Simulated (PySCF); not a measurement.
C$_{2}$H$_{5}$NS, SMILES `N=CCS`.

Level of theory: ωB97X/def2-SVPD (PySCF), at a geometry from GFN2-xTB. No frequency check shows the geometry to be a minimum. GFN2-xTB bond lengths at metals and heavier atoms can be off by up to 0.1 Å and shapes distorted, which carries into these values.

Input

```python
import numpy as np
from pyscf import gto, scf, dft, tdscf
from pyscf.scf import atom_ks, atom_hf
from scipy.linalg import block_diag

def solve(mol, dm0=None, hcore=None):
    mf = (dft.UKS if mol.spin else dft.RKS)(mol, xc='wb97x')
    mf.grids.level = 3
    mf = mf.density_fit(auxbasis='def2-universal-jkfit')
    mf.conv_tol, mf.max_cycle = 1e-8, 80
    if hcore is not None:
        mf.get_hcore = lambda *args: hcore
    mf.kernel(dm0)
    if not mf.converged:
        mf = mf.newton().run(mf.mo_coeff, mf.mo_occ, max_cycle=30)
    assert mf.converged, 'SCF not converged'
    return mf

mol = gto.M(atom='''
N     -2.07837     0.32375     0.31469
C     -1.15246    -0.08382    -0.42545
C      0.00539    -0.79840     0.17383
S      1.51193     0.22478    -0.03805
H     -2.83215     0.82465    -0.14924
H     -1.08193     0.07022    -1.51048
H     -0.15212    -0.98749     1.23400
H      0.21893    -1.72524    -0.35773
H      1.08745     1.24857     0.69917
''', basis='def2-svpd', charge=0, spin=0, verbose=4)
mf = solve(mol)
td = mf.TDA()
td.nstates, td.singlet, td.conv_tol = 5, True, 1e-5
td.kernel()
td.analyze()
x, y = np.array([p[0] for p in td.xy]), np.array([p[1] + 0 * p[0] for p in td.xy])
f, mu = td.oscillator_strength(), td.transition_dipole()
nto = [td.get_nto(state=i + 1, verbose=4) for i in range(len(td.e))]
# spherically averaged free atoms, for the promolecule
atm = atom_ks.get_atm_nrks(mol, xc='wb97x')
pro = block_diag(*[(atm[a[0]][2] * atm[a[0]][3]) @ atm[a[0]][2].T for a in mol._atom])
np.savez('result.npz', e=td.e, f=f, ok=td.converged, w=[n[0] for n in nto], nto=[n[1] for n in nto], x=x, y=y, c=mf.mo_coeff, occ=mf.mo_occ, eps=mf.mo_energy, pro=pro, mu=mu)
```

Launched as:

```sh
OMP_NUM_THREADS=1 python input.py
```

The run took 5.9 min on 1 thread of Arm Neoverse V2, with other jobs on the host, peak memory 0.68 GiB.

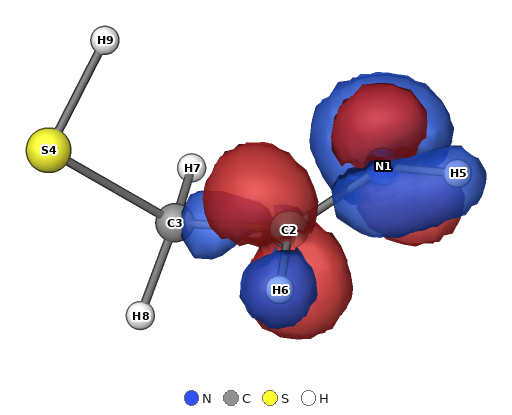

Unrelaxed difference density of S₁ less the ground state (TDA singlet states), ±0.06 e/Å³; red: gain, blue: loss.

How does the charge move on excitation?

Answer. 0.69 e is displaced in all, of which about 0.3 e passes between atoms: N1 (0.24 e) loses electrons and C2 (0.25 e) gains them. The state: 5.36 eV (231 nm), f = 0.008; the leading pair carries 97 %; hole on N1 (58 %), C2 (12 %) and H5 and H6 (8 % each), electron on C2 (37 %), N1 (34 %) and S4 (9 %); their centroids lie 0.6 Å apart.
